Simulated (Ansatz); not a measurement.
**AlBrClHSi₂ (triplet): density, localisation and related maps**

Input file:

```
crystal:
  periodic: [false, false, false]
  atoms:
    - {symbol: Al, position_ang: [-0.204968, 2.323809, 2.139401]}
    - {symbol: Br, position_ang: [1.873047, 1.808147, 2.918529]}
    - {symbol: Cl, position_ang: [-1.594766, 3.171051, 3.490028]}
    - {symbol: Si, position_ang: [0.018301, 3.058618, -0.298200]}
    - {symbol: Si, position_ang: [-0.891257, 1.020715, 0.077172]}
    - {symbol: H, position_ang: [-0.355232, 4.108647, -1.315021]}
basis:
  gaussian: {orbitals: def2-TZVPD}
magnetization: {spin_polarized: true, initial_magnetization: 2}
hamiltonian: {xc: {name: PBE0}}
output: {forces: true, orbitals: {seedname: orbitals}}
```

Command:

```sh
ansatz run input.yaml --threads 2 --pin off --max-ram 4350MiB --events-out events.jsonl --progress --plain --runs-dir runs
```

Geometry: B3LYP-D3(BJ)/def2-SVP.

Theory: isolated molecule in a Gaussian basis; Kohn-Sham density functional theory, functional PBE0 (Ansatz).

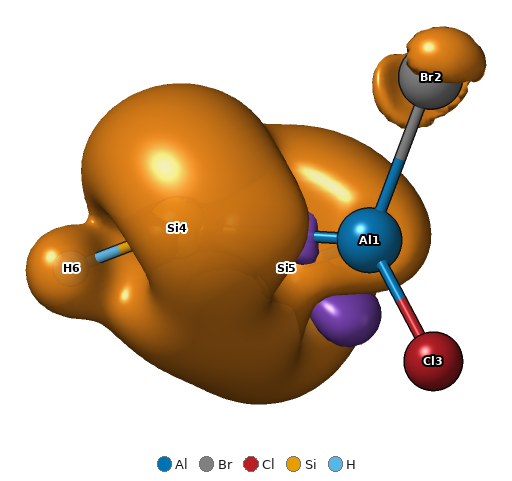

Figure 1. Isosurfaces of the spin density (α minus β) at +0.015 (orange) and −0.015 e/Å³ (purple), seen at an oblique angle.

Question: Which atoms carry the spin?

Answer: The unpaired spin (2 electrons) lies mostly on Si5 (about 0.8), Si4 (about 0.8) and Al1 (about 0.2), in electrons by Hirshfeld's partition.

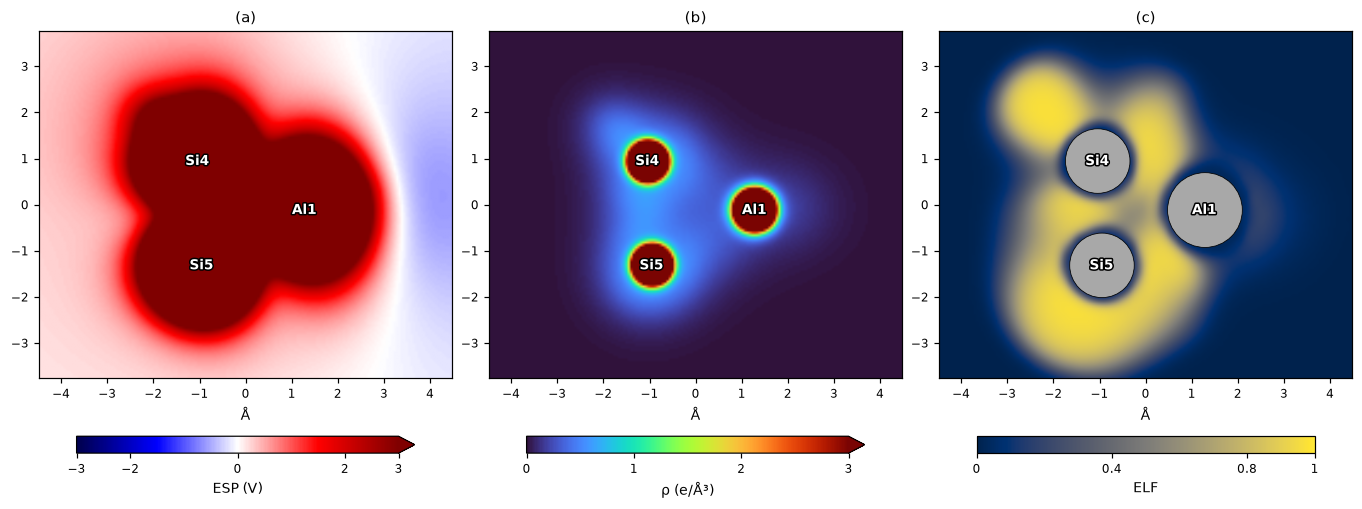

Figure 2. (a) molecular electrostatic potential; (b) total electron density; (c) ELF on the plane of atoms Al1, Si5 and Si4. Grey discs cover the atomic cores in the ELF map.

Question: What does the map show?

Answer:
- The section cuts through Al and Si sites.
- Si–Si (2.26 Å): ρ is about 0.58 e/Å³ halfway; the ELF peaks at about 0.85 between the atoms (a shared electron pair).
- Al–Si (2.53 Å): ρ is about 0.38 e/Å³ halfway, with its minimum of 0.34 e/Å³ about 0.9 Å from Al; the ELF peaks at about 0.85 in the valence shell of Si, 1.2 Å from its nucleus, and is about 0.85 at the midpoint.
- The ELF also peaks beside Si5, away from the bonds: non-bonding electrons, paired or unpaired.
- Outside the dense part of the molecule the potential is most negative (−0.6 V) near Cl3, which lies off the plane.

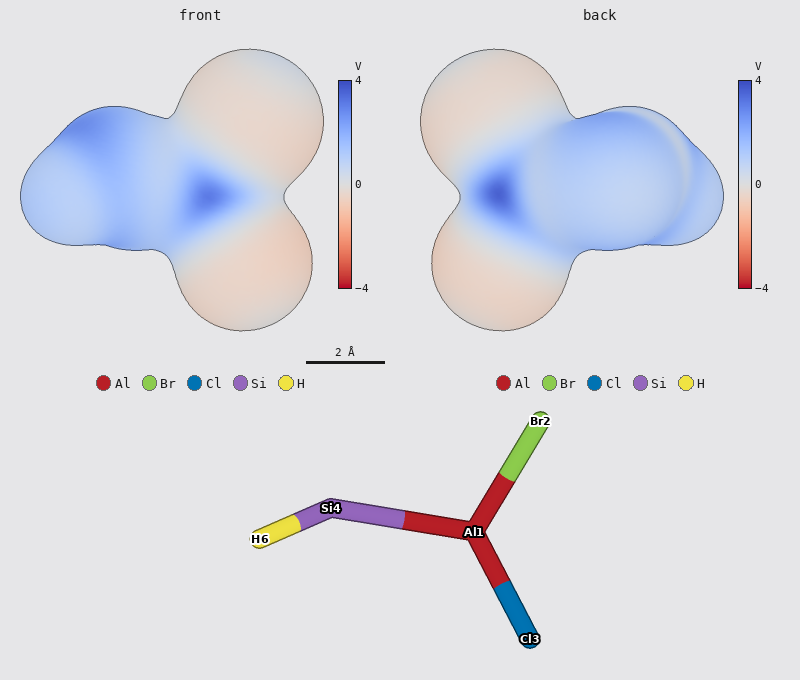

Figure 3. The molecular electrostatic potential painted on the density surface at 0.004 e/bohr³, seen from the front and from behind; red is negative and blue positive. The bare structure is drawn below in the same view.

Question: Where is the surface potential most negative and most positive?

Answer: The most negative region (about −0.6 V, or −14 kcal/mol for a unit charge) lies over Cl3, the most positive (about +3.1 V, or +71 kcal/mol for a unit charge) over Al1. Br2 shows a σ-hole: about +0.3 V, or +7 kcal/mol for a unit charge at the tip opposite its bond, against about −0.3 V, or −7 kcal/mol for a unit charge on its flanks.

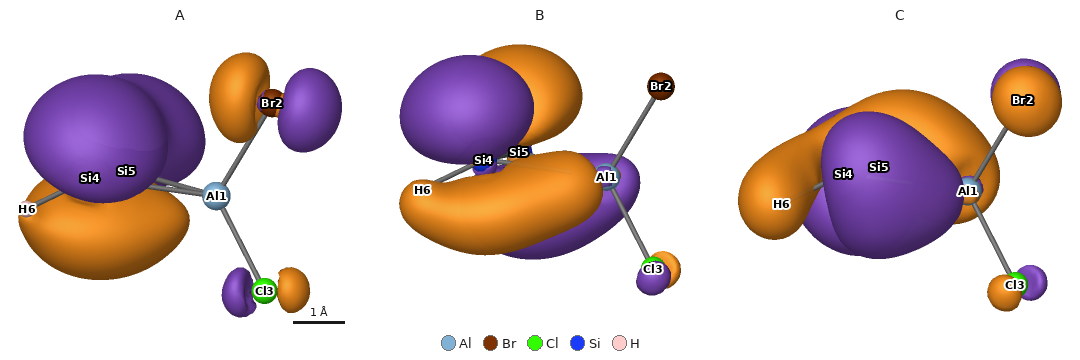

Figure 4. Three frontier orbitals at ±0.08 Å⁻³ᐟ² (orange and purple are the two phases), in no order.

Question: Order the three orbitals by energy and name them. All are α orbitals.

Answer: A is the HOMO−1 (α) (−7.38 eV). Its weight (Hirshfeld) is mainly on Si4 (about 45 %), Si5 (about 35 %) and Br2 (about 10 %). C is the HOMO (α) (−6.35 eV). It lies mainly on Si5 (about 45 %), Si4 (about 30 %) and Al1 (about 15 %). B is the LUMO (α) (−3.27 eV). Its weight (Hirshfeld) is mainly on Si5 (about 45 %), Si4 (about 35 %) and Al1 (about 10 %); π-antibonding (π*) across Si5–Si4.

Question: What is the gap between the highest occupied and lowest empty α orbitals?

Answer: 3.08 eV between the orbital energies.
